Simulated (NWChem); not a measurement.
# doublet [C4H4]+ at 6 levels

We compute a comparison of 6 runs (UHF/STO-3G, UHF/3-21G, UB3LYP/6-31G*, UM06-2X/cc-pVDZ, UPBE/cc-pVDZ, UPBE0/cc-pVDZ) of doublet [C4H4]+. 

The results are computed with NWChem 7.3.0.

26 further runs of the same task are left out: 26 set aside as unsound or not needed.

### 1 Starting point

[C4H4]+ has 8 atoms, charge +1, and is taken as a doublet. As SMILES of the parent species, `C#CC=C`. The shape is that of a PBE0-D4/def2-TZVP optimisation. That shape belongs to the parent species and isn't relaxed for this state.

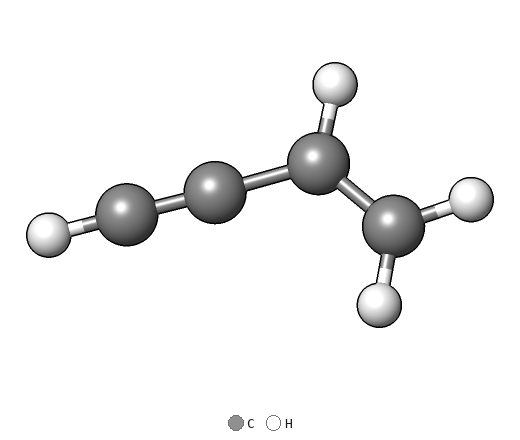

Viewed from a chosen angle; carbon grey, hydrogen white.

### 2 The energy at UHF/STO-3G (run 1)

Contents of work.nw:

```
start work
title "C4H4 hf"
memory total 2200 mb
charge 1
geometry units angstroms noautosym nocenter noautoz
   C    -1.091410    1.580200   -0.894340
   C    -0.344360    0.836000   -0.315100
   C     0.557310   -0.009980    0.378930
   C     0.447630   -1.336260    0.433930
   H    -1.757270    2.231190   -1.409380
   H     1.379720    0.485740    0.888310
   H     1.169620   -1.929270    0.981270
   H    -0.361240   -1.857610   -0.063610
end
basis "ao basis" spherical bse
   * library STO-3G
end
scf
   doublet
   uhf
   thresh 1e-08
   maxiter 80
   print medium
end
task scf
```

The run is started by

```bash
nwchem work.nw > work.out
```

Output:

```text
[...]
  functions       =    24
[...]
  wavefunction    = UHF
[...]
         Total SCF energy =   -151.554441482573
      One electron energy =   -375.536055613263
      Two electron energy =    133.531431783990
 Nuclear repulsion energy =     90.450182346700
                       Sz =      0.5000
                 Sz(Sz+1) =      0.7500
                      S^2 =      0.9452
[...]
```

Run time: 2 s. Hardware: 1 thread of Intel Xeon 6975P-C (Granite Rapids), shared host; peak memory 0.1 GiB.

### 3 The energy at UHF/3-21G (run 2)

Contents of struct.nw:

```
echo
start struct
title "C4H4 hf"
memory total 2200 mb
charge 1
geometry noautosym nocenter noautoz
   C    -1.091410    1.580200   -0.894340
   C    -0.344360    0.836000   -0.315100
   C     0.557310   -0.009980    0.378930
   C     0.447630   -1.336260    0.433930
   H    -1.757270    2.231190   -1.409380
   H     1.379720    0.485740    0.888310
   H     1.169620   -1.929270    0.981270
   H    -0.361240   -1.857610   -0.063610
end
basis "ao basis" spherical bse
   C library 3-21G
   H library 3-21G
end
scf
   nopen 1
   uhf
   thresh 1e-08
   maxiter 80
   print low
end
task scf
```

The run is started by

```bash
nwchem struct.nw > struct.out
```

Output:

```text
[...]
  functions       =    44
[...]
  wavefunction    = UHF
[...]
         Total SCF energy =   -152.549879499043
      One electron energy =   -376.205416092378
      Two electron energy =    133.205354246635
 Nuclear repulsion energy =     90.450182346700
                       Sz =      0.5000
                 Sz(Sz+1) =      0.7500
                      S^2 =      0.8838
[...]
```

Run time: 2.3 s. Hardware: 1 thread of Intel Xeon 6975P-C (Granite Rapids), shared host; peak memory 0.1 GiB.

Runs 3 to 5 aren't shown in full; the table further down has their settings and results.

### 4 The energy at UPBE0/cc-pVDZ (run 6)

Contents of test.nw:

```
start test
memory total 2200 mb
charge 1

geometry units angstroms noautosym nocenter noautoz
 C    -1.091410    1.580200   -0.894340
 C    -0.344360    0.836000   -0.315100
 C     0.557310   -0.009980    0.378930
 C     0.447630   -1.336260    0.433930
 H    -1.757270    2.231190   -1.409380
 H     1.379720    0.485740    0.888310
 H     1.169620   -1.929270    0.981270
 H    -0.361240   -1.857610   -0.063610
end

basis spherical bse
 C library cc-pVDZ
 H library cc-pVDZ
end

dft
 xc pbe0
 mult 2
 grid xfine
 convergence energy 1e-08
 iterations 100
 mulliken
 noprint "final vectors analysis"
end

task dft energy
```

The run is started by

```bash
nwchem test.nw > test.out
```

Output:

```text
[...]
          Wavefunction type:  spin polarized.
          No. of atoms     :     8
          No. of electrons :    27
[...]
          Charge           :     1
          Spin multiplicity:     2
[...]
          AO basis - number of functions:    76
[...]
              XC Information
              --------------
                         PBE0 Method XC Functional
                     Hartree-Fock (Exact) Exchange  0.250
          PerdewBurkeErnzerhof Exchange Functional  0.750
            Perdew 1991 LDA Correlation Functional  1.000 local
           PerdewBurkeErnz. Correlation Functional  1.000 non-local
[...]
 d= 0,ls=0.0,diis     1   -154.1468034138 -2.45D+02  5.36D-03  1.26D-01     3.4
[...]
 d= 0,ls=0.0,diis    14   -154.2040972943 -6.89D-09  3.41D-07  2.34D-10    48.0
[...]
         Total DFT energy =     -154.204097294338
      One electron energy =     -378.140820766836
           Coulomb energy =      156.094097676689
    Exchange-Corr. energy =      -22.607556550891
 Nuclear repulsion energy =       90.450182346700
[...]
      Total Density - Mulliken Population Analysis
     ---------------------------------------------
    Atom       Charge   Shell Charges
 -----------   ------   -------------------------------------------------------
    1 C    6     6.11   2.01  0.70  0.89  1.94  0.55  0.03
    2 C    6     5.51   2.01  0.70  0.40  2.02  0.31  0.06
    3 C    6     6.10   2.01  0.68  0.54  2.06  0.73  0.07
    4 C    6     5.81   2.01  0.71  0.43  1.98  0.63  0.05
    5 H    1     0.90   0.71  0.15  0.04
    6 H    1     0.86   0.73  0.10  0.03
    7 H    1     0.85   0.73  0.09  0.03
    8 H    1     0.86   0.73  0.11  0.03
[...]
      <S2> =      0.7702 (Exact =     0.7500)
[...]
```

It took 49 s on 1 thread of Intel Xeon 6975P-C (Granite Rapids), shared host; peak memory 0.14 GiB.

### 5 The series

| run | level | iteration cap | module | energy (Eh) | HOMO energy (eV) | LUMO energy (eV) | ⟨S²⟩ | wall time |
| --- | --- | --- | --- | --- | --- | --- | --- | --- |
| 1 | UHF/STO-3G | 80 | scf | -151.554441 | -17.21 | -5.98 | 0.945 | 2 s |
| 2 | UHF/3-21G | 80 | scf | -152.549879 | – | – | 0.884 | 2.3 s |
| 3 | UB3LYP/6-31G* (spherical functions) | 100 | dft | -154.395116 | -14.38 | -11.64 | 0.764 | 31 s |
| 4 | UM06-2X/cc-pVDZ | 100 | dft | -154.325061 | -15.82 | -10.60 | 0.781 | 62 s |
| 5 | UPBE/cc-pVDZ | 100 | dft | -154.188761 | -13.57 | -12.55 | 0.756 | 44 s |
| 6 | UPBE0/cc-pVDZ | 100 | dft | -154.204097 | – | – | 0.770 | 49 s |

### 6 Results

| quantity | value |
| --- | --- |
| run 6: total energy | -154.20410 Eh |
| run 6: ⟨S²⟩ | 0.770 |

**Reading.** Totals of different functionals can't be ranked against each other. In run 1 the basis is minimal, so the values are rough. Spin contamination of the reference: run 1 ⟨S²⟩ = 0.95, run 2 ⟨S²⟩ = 0.88. All runs together took 3.2 min, the longest 62 s.
